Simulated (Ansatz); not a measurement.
System GaN (space group P6_3mc, No. 186); source of the atomic positions: the input geometry of an electronic-structure calculation (not necessarily at equilibrium).

```yaml
crystal:
  lattice:
    - [3.18315, 0.00000, 0.00000]
    - [-1.59157, 2.75669, 0.00000]
    - [0.00000, 0.00000, 5.18363]
  atoms:
    - { symbol: Ga, position: [0.66667, 0.33333, 0.49911] }
    - { symbol: Ga, position: [0.33333, 0.66667, 0.99911] }
    - { symbol: N, position: [0.66667, 0.33333, 0.87589] }
    - { symbol: N, position: [0.33333, 0.66667, 0.37589] }
```

Describe how the polyhedra about Ga are linked (bonds: Ga–N below 2.2 Å).

Ga: GaN4 tetrahedron, sharing corners with twelve neighbours.

They form a three-dimensional framework of corner-sharing tetrahedra.

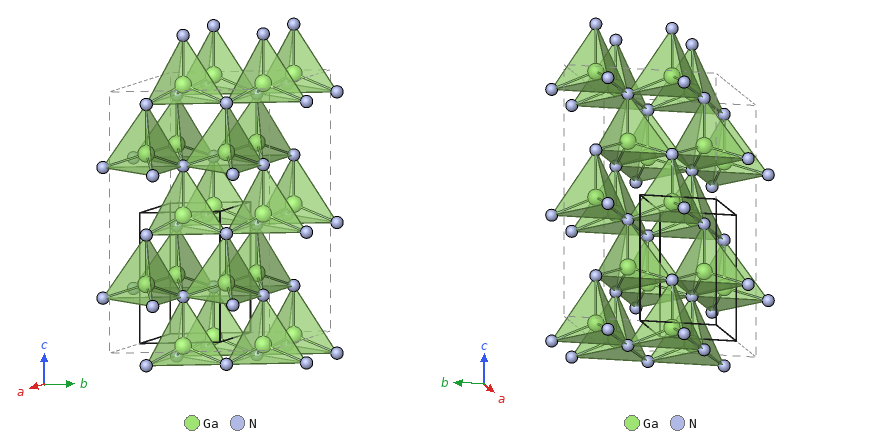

Polyhedra are drawn about Ga (bonds: Ga–N below 2.2 Å); other atoms are plain spheres. Two views of the same piece.
